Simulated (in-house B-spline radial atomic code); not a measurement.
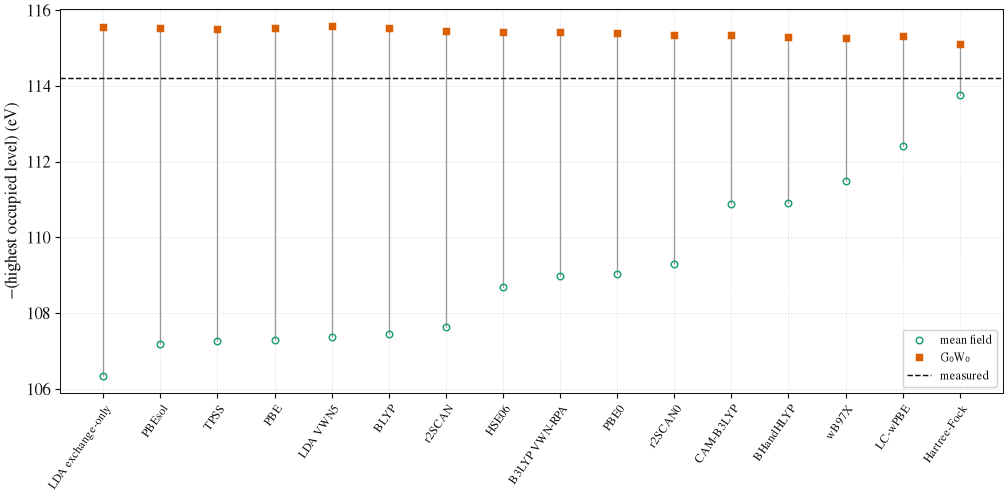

Binding energy of the highest level (3s↑) of Cl⁶⁺ ([Ne] 3s) on 16 mean-field starts and after G₀W₀. All-electron spherical atom, scalar X2C, no spin-orbit coupling, Breit or QED terms; computed with a B-spline radial code.

**How much does the result depend on the start?**

The mean-field values spread from 106.35 eV (LDA exchange-only) to 113.75 eV (Hartree-Fock); after G₀W₀ they lie between 115.10 eV (Hartree-Fock) and 115.57 eV (LDA VWN5), so the spread shrinks from 7.40 to 0.47 eV. The measured removal energy is 114.20 eV; the nearest G₀W₀ value is that on Hartree-Fock (115.10 eV).

```tsv
Start	Mean field (eV)	G₀W₀ (eV)	RPA correlation (hartree)
LDA exchange-only	106.35	115.56	−0.677
PBEsol	107.19	115.53	−0.677
TPSS	107.27	115.49	−0.673
PBE	107.29	115.51	−0.677
LDA VWN5	107.38	115.57	−0.678
BLYP	107.45	115.52	−0.677
r2SCAN	107.63	115.45	−0.666
HSE06	108.70	115.41	−0.661
B3LYP VWN-RPA	108.98	115.43	−0.663
PBE0	109.05	115.39	−0.659
r2SCAN0	109.31	115.35	−0.652
CAM-B3LYP	110.87	115.34	−0.656
BHandHLYP	110.90	115.29	−0.644
wB97X	111.48	115.26	−0.653
LC-wPBE	112.40	115.31	−0.657
Hartree-Fock	113.75	115.10	−0.617
```
